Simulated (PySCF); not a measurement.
C2H, doublet, SMILES `[C]#C`.

Level of theory: BP86/cc-pVTZ (PySCF), at a geometry from GFN2-xTB. No frequency check shows the geometry to be a minimum. A basis without diffuse functions makes polarisabilities too small. The stability of the open-shell solution wasn't checked. GFN2-xTB doesn't know the spin state, so this open-shell geometry is rough.

Coordinates in Å:

```
C1       0.7233   -0.0000    0.0000
C2      -0.4687    0.0000    0.0000
H3      -1.5277   -0.0001    0.0000
```

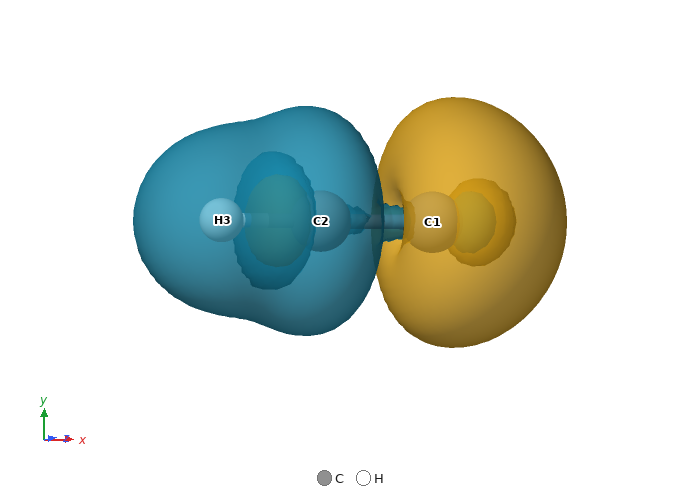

Change of the electron density in a uniform field of 0.26 V/Å, surfaces at ±0.0015 e/Å³ (yellow: gain, teal: loss).

The field was applied in both directions; the picture shows the one opposite to the script's first.

Q: Along which Cartesian direction does the field point?

A: Along −x: electrons gather on the +x side, against the field.

Q: How large is the response?

A: The induced dipole is 0.33 D (along the field); α along this axis, from the fields in both directions, is 26 bohr³ (3.9 Å³).

Cost of the run: 22 s on 1 thread of Intel(R) Xeon(R) Processor @ 2.70GHz, with other jobs on the host, peak memory 0.23 GiB.
